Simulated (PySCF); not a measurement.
# C4H3FO: the cost of one run

Programs: PySCF 2.14.0, with density-fitted response routines of our own. Each step states its level of theory. These are calculated values for one molecule in the gas phase, unless marked as measured. Atoms are numbered from 0 throughout.

## Step 1: The starting structure

9 atoms, charge 0, multiplicity 1; geometry from: GFN2-xTB.

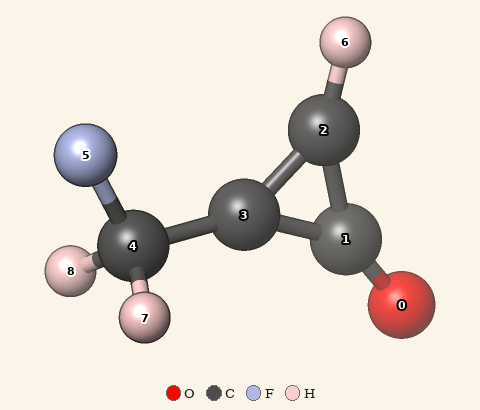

The starting geometry (oxygen red, carbon dark grey, fluorine light blue, hydrogen pink), atoms numbered; sticks join atoms by distance.

## Step 2: Optimising the geometry at PBE0-D3(BJ)/def2-SVP

Job settings and geometry (Å):

```
{"job": {"xc": "PBE0", "basis": "def2-SVP", "d3": "d3bj", "grid": 1, "kind": "geom"}, "charge": 0, "multiplicity": 1}
O      2.189781    -1.530038     0.300784
C      1.476813    -0.597664     0.108908
C      1.217333     0.770265    -0.180865
C      0.150172    -0.043273     0.005263
C     -1.310296    -0.134643     0.040958
F     -1.910842     1.075427    -0.215585
H      1.521278     1.769055    -0.398777
H     -1.650945    -0.461510     1.031891
H     -1.669732    -0.841624    -0.717757
```

Launch:

```sh
$ OMP_NUM_THREADS=1 python probes_run.py task.json out
```

One launch serves the whole session: the jobs run in the order shown.

Q: Estimate the wall time and peak memory of this first job on 1 thread of Arm Neoverse V1, shared host.

About 29 s, with a peak of 0.4 GiB.
